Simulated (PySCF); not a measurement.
# C₄H₈BCl: electronic excitations and core binding energies

What electronic excitations and core binding energies should C₄H₈BCl (`CC/C=C\BCl`) show?

The runs use PySCF 2.14.0, with density-fitted response routines of our own; the level of theory stands in each step. All values are computed, except where a source is named. Atoms are numbered from 0 throughout.

## Step 1: Starting geometry

14 atoms, charge 0, multiplicity 1; geometry from: GFN2-xTB.

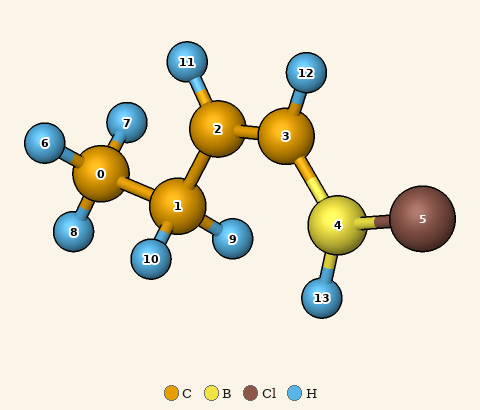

The starting geometry (carbon amber, boron yellow, chlorine brown, hydrogen blue), atoms numbered.

## Step 2: Excited states and response: PBE0/def2-SVPD

The job: settings as JSON, then the geometry in Å.

```
{"job": {"kind": "uv", "xc": "PBE0", "basis": "def2-SVPD", "nstates": 8, "ntriplets": 3}, "charge": 0, "multiplicity": 1}
C      2.102553     0.132400    -0.693571
C      0.744601    -0.372077    -0.217146
C     -0.226852     0.740623     0.018696
C     -1.493237     0.606531     0.439434
B     -2.215315    -0.714236     0.769538
Cl    -3.835590    -0.652690     1.289968
H      2.002326     0.676088    -1.630594
H      2.545661     0.797018     0.045077
H      2.782299    -0.701123    -0.853879
H      0.867679    -0.942247     0.707140
H      0.328321    -1.060637    -0.956886
H      0.164323     1.732737    -0.179425
H     -2.054626     1.528018     0.555369
H     -1.712821    -1.770878     0.684113
```

Method: TDDFT PBE0/def2-SVPD, vertical, gas phase, core orbitals frozen in the response.

Command:

```
$ OMP_NUM_THREADS=1 python probes_run.py task.json out
```

This one command runs all jobs of the session in turn.

Log:

```text
coarse grid: 12016 points
cycle   1  E = -641.5560623035  dE =  4.902e-01  |g| = 3.557e-01  |ddm| = 5.855e+00
cycle   2  E = -641.5544028552  dE =  1.659e-03  |g| = 3.774e-01  |ddm| = 1.368e+00
cycle   3  E = -641.5915838980  dE = -3.718e-02  |g| = 6.127e-02  |ddm| = 5.803e-01
cycle   4  E = -641.5922642909  dE = -6.804e-04  |g| = 3.386e-02  |ddm| = 1.366e-01
cycle   5  E = -641.5925715051  dE = -3.072e-04  |g| = 5.544e-03  |ddm| = 6.431e-02
cycle   6  E = -641.5925805463  dE = -9.041e-06  |g| = 9.181e-04  |ddm| = 1.320e-02
final grid: 110768 points
cycle   7  E = -641.6649414732  dE = -3.416e-05  |g| = 7.287e-03  |ddm| = 1.354e-01
cycle   8  E = -641.6649373306  dE =  4.143e-06  |g| = 8.251e-03  |ddm| = 2.751e-02
cycle   9  E = -641.6649560495  dE = -1.872e-05  |g| = 1.113e-03  |ddm| = 1.323e-02
cycle  10  E = -641.6649563867  dE = -3.371e-07  |g| = 2.648e-04  |ddm| = 2.212e-03
cycle  11  E = -641.6649564037  dE = -1.703e-08  |g| = 6.867e-05  |ddm| = 4.818e-04
cycle  12  E = -641.6649564049  dE = -1.177e-09  |g| = 1.846e-05  |ddm| = 1.455e-04
cycle  13  E = -641.6649564050  dE = -8.981e-11  |g| = 5.163e-06  |ddm| = 5.117e-05
converged SCF energy = -641.6649564050

Static polarisability (au): isotropic 80.183, principal 56.219 68.338 115.993

Singlet excitations
state   eV       nm        f      main configurations
  1   4.6878    264.5   0.00042   H-1->L 0.99
  2   5.2007    238.4   0.35171   H->L 0.97
  3   6.1058    203.1   0.00003   H-2->L 0.97
  4   6.8183    181.8   0.00076   H-4->L 0.85, H-6->L 0.11
  5   7.0935    174.8   0.09581   H-3->L 0.96
  6   7.2985    169.9   0.00186   H-6->L 0.59, H-7->L 0.14, H->L+1 0.13
  7   7.3301    169.1   0.00849   H->L+1 0.81, H-6->L 0.12
  8   7.4542    166.3   0.01834   H-5->L 0.95

Triplet excitations (Tamm-Dancoff, eV): 3.3094 4.3233 5.7909
```

It took 46 s on 1 thread of Arm Neoverse N1, shared host; peak memory 0.75 GiB.

The orbitals next to the gap, with their largest atomic shares:

| orbital | eV | atoms |
| --- | --- | --- |
| HOMO−3 | -10.01 | Cl5 69 %, B4 14 % |
| HOMO−2 | -9.65 | Cl5 20 %, C2 16 %, C1 15 % |
| HOMO−1 | -8.28 | Cl5 50 %, B4 19 %, C3 11 % |
| HOMO | -7.82 | C3 35 %, C2 28 %, C1 9 % |
| LUMO | -2.00 | B4 30 %, C2 25 %, C3 15 % |
| LUMO+1 | 0.58 | B4 34 %, C0 12 %, C1 9 % |
| LUMO+2 | 1.05 | B4 21 %, Cl5 20 %, C0 16 % |

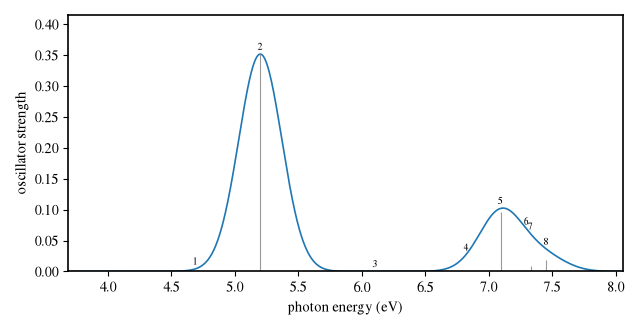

Absorption spectrum from the 8 singlet states computed; above the last one it falls off for lack of states. Lines are broadened to a width of 0.40 eV (Gaussian).

Further results of this job:

| property | computed |
| --- | --- |
| dipole moment (D) | 2.31 |
| polarisability (Å³) | 11.88 |
| HOMO–LUMO gap (eV) | 5.82 |
| −ε(HOMO) (eV) | 7.82 |

## Step 3: Core holes by ΔSCF: SCAN, X2C

Settings changed since step 2:

```diff
@@ -1,2 +1,2 @@
-{"job": {"kind": "uv", "xc": "PBE0", "basis": "def2-SVPD", "nstates": 8, "ntriplets": 3}, "charge": 0, "multiplicity": 1}
+{"job": {"kind": "xps"}, "charge": 0, "multiplicity": 1}
 C      2.102553     0.132400    -0.693571
```

Level: delta-SCF UKS SCAN, pcX-2 on the ionised atom, pcseg-1 elsewhere, spin-free X2C.

Log:

```text
ground state, core basis on atom 0 (C), 159 functions
  cycle   1  E = -643.47322994  |g| = 4.92e-01
  cycle   2  E = -643.44122635  |g| = 5.95e-01
  cycle   3  E = -643.53982972  |g| = 6.10e-02
  cycle   4  E = -643.54021953  |g| = 4.74e-02
  cycle   5  E = -643.54080826  |g| = 1.54e-02
  cycle   6  E = -643.54087760  |g| = 3.58e-03
  cycle   7  E = -643.54088278  |g| = 1.42e-03
  cycle   8  E = -643.54088294  |g| = 3.03e-04
  E(ground) = -643.55375623 Eh
hole in C 1s of atom 0
  cycle   1  E = -632.29883376  |g| = 1.50e+00
  cycle   2  E = -631.74805170  |g| = 1.72e+00
  cycle   3  E = -632.80433626  |g| = 3.41e-01
  cycle   4  E = -632.81451727  |g| = 2.69e-01
  cycle   5  E = -632.85403701  |g| = 6.78e-02
  cycle   6  E = -632.85631394  |g| = 2.01e-02
  cycle   7  E = -632.85652440  |g| = 6.95e-03
  cycle   8  E = -632.85655045  |g| = 3.09e-03
  cycle   9  E = -632.85655684  |g| = 1.43e-03
  cycle  10  E = -632.85655842  |g| = 6.18e-04
  cycle  11  E = -632.85655909  |g| = 2.51e-04
  E(ion) = -632.86819433 Eh   <S^2> = 0.7671   hole on atom = 1.000   binding energy = 290.769 eV
ground state, core basis on atom 1 (C), 159 functions
  cycle   1  E = -643.54131617  |g| = 5.91e-02
  cycle   2  E = -643.54124485  |g| = 2.67e-02
  cycle   3  E = -643.54128447  |g| = 2.31e-02
  cycle   4  E = -643.54140655  |g| = 7.95e-03
  cycle   5  E = -643.54142618  |g| = 3.85e-04
  E(ground) = -643.55444434 Eh
hole in C 1s of atom 1
  cycle   1  E = -632.28555949  |g| = 1.51e+00
  cycle   2  E = -631.43843309  |g| = 1.92e+00
  cycle   3  E = -632.73504625  |g| = 4.71e-01
  cycle   4  E = -632.74958442  |g| = 4.25e-01
  cycle   5  E = -632.85203236  |g| = 6.22e-02
  cycle   6  E = -632.85338181  |g| = 2.58e-02
  cycle   7  E = -632.85373582  |g| = 1.04e-02
  cycle   8  E = -632.85380387  |g| = 4.61e-03
  cycle   9  E = -632.85382094  |g| = 1.72e-03
  cycle  10  E = -632.85382556  |g| = 1.06e-03
  cycle  11  E = -632.85382898  |g| = 7.32e-04
  cycle  12  E = -632.85383171  |g| = 5.62e-04
  cycle  13  E = -632.85383499  |g| = 4.18e-04
  E(ion) = -632.86530606 Eh   <S^2> = 0.7701   hole on atom = 1.000   binding energy = 290.866 eV
ground state, core basis on atom 2 (C), 159 functions
  cycle   1  E = -643.54235992  |g| = 5.87e-02
  cycle   2  E = -643.54220827  |g| = 3.11e-02
  cycle   3  E = -643.54207378  |g| = 3.72e-02
  cycle   4  E = -643.54243154  |g| = 9.31e-03
  cycle   5  E = -643.54245683  |g| = 3.68e-04
  cycle   6  E = -643.54245643  |g| = 1.12e-04
  E(ground) = -643.55564523 Eh
hole in C 1s of atom 2
  cycle   1  E = -632.26735233  |g| = 1.51e+00
  cycle   2  E = -630.04922890  |g| = 2.30e+00
  cycle   3  E = -632.60209699  |g| = 6.17e-01
  cycle   4  E = -632.78780637  |g| = 3.45e-01
  cycle   5  E = -632.83459361  |g| = 2.05e-01
  cycle   6  E = -632.85790552  |g| = 3.06e-02
  cycle   7  E = -632.85845619  |g| = 1.66e-02
  cycle   8  E = -632.85868978  |g| = 8.28e-03
  cycle   9  E = -632.85880566  |g| = 5.13e-03
  cycle  10  E = -632.85890139  |g| = 4.15e-03
  cycle  11  E = -632.85895003  |g| = 2.54e-03
  cycle  12  E = -632.85897188  |g| = 1.00e-03
  cycle  13  E = -632.85897302  |g| = 3.80e-04
  E(ion) = -632.87089622 Eh   <S^2> = 0.8582   hole on atom = 1.000   binding energy = 290.747 eV
ground state, core basis on atom 3 (C), 159 functions
  cycle   1  E = -643.54165148  |g| = 6.24e-02
  cycle   2  E = -643.54086885  |g| = 6.11e-02
  cycle   3  E = -643.54137247  |g| = 4.20e-02
  cycle   4  E = -643.54186460  |g| = 7.76e-03
  cycle   5  E = -643.54188265  |g| = 6.52e-04
  cycle   6  E = -643.54188296  |g| = 2.98e-04
  E(ground) = -643.55520999 Eh
hole in C 1s of atom 3
  cycle   1  E = -632.31147504  |g| = 1.51e+00
  cycle   2  E = -631.33465129  |g| = 1.96e+00
  cycle   3  E = -632.79640427  |g| = 4.25e-01
  cycle   4  E = -632.85905124  |g| = 2.33e-01
  cycle   5  E = -632.88954532  |g| = 6.86e-02
  cycle   6  E = -632.89177401  |g| = 2.12e-02
  cycle   7  E = -632.89203508  |g| = 7.74e-03
  cycle   8  E = -632.89208253  |g| = 2.89e-03
  cycle   9  E = -632.89208953  |g| = 2.23e-03
  cycle  10  E = -632.89209628  |g| = 9.21e-04
  cycle  11  E = -632.89209738  |g| = 2.15e-04
  E(ion) = -632.90415527 Eh   <S^2> = 0.7815   hole on atom = 1.000   binding energy = 289.830 eV
ground state, core basis on atom 4 (B), 159 functions
  cycle   1  E = -643.53401358  |g| = 5.58e-02
  cycle   2  E = -643.53287108  |g| = 7.11e-02
  cycle   3  E = -643.53414964  |g| = 2.91e-02
  cycle   4  E = -643.53436249  |g| = 1.11e-02
  cycle   5  E = -643.53439975  |g| = 1.06e-03
  cycle   6  E = -643.53439630  |g| = 2.26e-04
  E(ground) = -643.54911452 Eh
hole in B 1s of atom 4
  cycle   1  E = -635.89765089  |g| = 1.17e+00
  cycle   2  E = -633.74035188  |g| = 2.08e+00
  cycle   3  E = -636.14399276  |g| = 5.03e-01
  cycle   4  E = -636.24247127  |g| = 3.54e-01
  cycle   5  E = -636.30164880  |g| = 1.80e-01
  cycle   6  E = -636.31859292  |g| = 9.13e-02
  cycle   7  E = -636.32494287  |g| = 2.28e-02
  cycle   8  E = -636.32540498  |g| = 1.38e-02
  cycle   9  E = -636.32560308  |g| = 1.07e-02
  cycle  10  E = -636.32576675  |g| = 5.55e-03
  cycle  11  E = -636.32580313  |g| = 1.33e-03
  cycle  12  E = -636.32580396  |g| = 5.89e-04
  cycle  13  E = -636.32580339  |g| = 2.83e-04
  E(ion) = -636.33813394 Eh   <S^2> = 0.8976   hole on atom = 1.000   binding energy = 196.221 eV
ground state, core basis on atom 5 (Cl), 170 functions
  cycle   1  E = -643.72733976  |g| = 4.86e-01
  cycle   2  E = -643.72752330  |g| = 4.74e-02
  cycle   3  E = -643.72750233  |g| = 3.51e-02
  cycle   4  E = -643.72762712  |g| = 1.19e-02
  cycle   5  E = -643.72766065  |g| = 3.90e-03
  cycle   6  E = -643.72766265  |g| = 9.26e-04
  cycle   7  E = -643.72766294  |g| = 1.25e-04
  E(ground) = -643.72360755 Eh
hole in Cl 1s of atom 5
  cycle   1  E = -538.52881447  |g| = 5.47e+00
  cycle   2  E = -538.82869790  |g| = 2.21e+00
  cycle   3  E = -539.19407537  |g| = 1.01e+00
  cycle   4  E = -539.61898100  |g| = 4.78e-01
  cycle   5  E = -539.72830203  |g| = 2.62e-01
  cycle   6  E = -539.76751320  |g| = 7.31e-02
  cycle   7  E = -539.77013607  |g| = 2.62e-02
  cycle   8  E = -539.77048688  |g| = 8.68e-03
  cycle   9  E = -539.77052267  |g| = 2.32e-03
  cycle  10  E = -539.77052680  |g| = 3.81e-04
  E(ion) = -539.77512773 Eh   <S^2> = 0.7519   hole on atom = 1.000   binding energy = 2828.582 eV
hole in Cl 2p of atom 5
  cycle   1  E = -635.66452544  |g| = 1.71e+00
  cycle   2  E = -635.48702410  |g| = 1.34e+00
  cycle   3  E = -635.95195732  |g| = 5.12e-01
  cycle   4  E = -636.09079575  |g| = 2.44e-01
  cycle   5  E = -636.12088502  |g| = 1.03e-01
  cycle   6  E = -636.12637523  |g| = 3.08e-02
  cycle   7  E = -636.12690128  |g| = 5.83e-03
  cycle   8  E = -636.12691618  |g| = 2.90e-03
  cycle   9  E = -636.12692299  |g| = 4.43e-04
  E(ion) = -636.13186117 Eh   <S^2> = 0.7515   hole on atom = 1.001   binding energy = 206.582 eV
  2p3/2 = 205.993 eV   2p1/2 = 207.647 eV
```

It took 2.2 min on 1 thread of Arm Neoverse N1, shared host; peak memory 0.54 GiB.

The holes in one table. −ε is the ground-state orbital energy:

| hole | stands for | environment | ΔSCF (eV; 2p as the shell's mean) | −ε (eV) | ⟨S²⟩ |
| --- | --- | --- | --- | --- | --- |
| C1s on C0 | C0 | methyl carbon | 290.77 | 273.6 | 0.767 |
| C1s on C1 | C1 | allylic sp3 CH2 | 290.87 | 273.9 | 0.770 |
| C1s on C2 | C2 | alkene CH | 290.75 (doubtful) | 274.5 | 0.858 |
| C1s on C3 | C3 | alkene CH | 289.83 | 273.2 | 0.781 |
| B1s on B4 | B4 | boron bonded to C, Cl, H | 196.22 (doubtful) | 180.9 | 0.898 |
| Cl1s on Cl5 | Cl5 | chlorine bonded to B | 2828.58 | 2763.6 | 0.752 |
| Cl2p on Cl5 | Cl5 | chlorine bonded to B | 206.54 | 193.4 | 0.751 |

Doubtful: the ion did not converge, its hole moved, or its ⟨S²⟩ is well above 0.75.

With the spin-orbit splitting: Cl5 2p3/2 205.99, 2p1/2 207.65 eV. The table gives each 2p level as the mean over the whole 2p shell (two parts 2p3/2, one part 2p1/2), which differs a little from the single hole in the log.

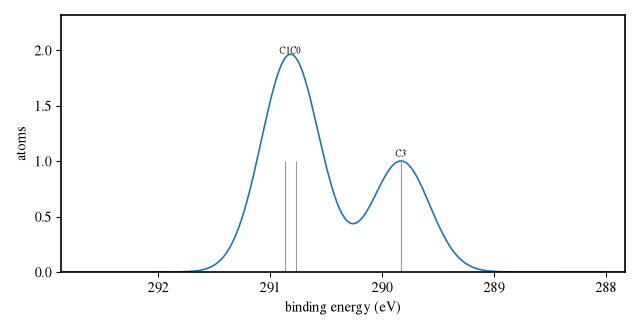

The C1s photoelectron lines, weighted by the number of atoms. Only 3 of the 4 C atoms are covered by sound results. Lines are broadened to a width of 0.60 eV (Gaussian).

## Step 4: Summary of results

| quantity | value |
| --- | --- |
| lowest singlet (PBE0/def2-SVPD) | 4.69 eV (264 nm), f = 0.000 |
| brightest single state of those computed | state 2, 5.20 eV, f = 0.352 |
| lowest triplet | 3.31 eV |
| C1s binding energies, SCAN/pcX-2 (standing for 3 of 4 atoms) | C1 290.87, C0 290.77, C3 289.83 eV |
| Cl1s binding energies, SCAN/pcX-2 | Cl5 2828.58 eV |
| Cl2p binding energies, SCAN/pcX-2 | Cl5 206.54 eV |

In words: The first singlet state (HOMO−1→LUMO 0.99) lies at 4.69 eV and is dark; of the 8 states computed, the strongest absorption comes from state 2 at 5.20 eV. The lowest triplet lies 1.38 eV below the lowest singlet (triplets in Tamm-Dancoff, singlets in full TDDFT). C1 (allylic sp3 CH2) binds its C1s electron 1.04 eV more tightly than C3 (alkene CH). Only 3 of the 4 C atoms are covered by sound results.
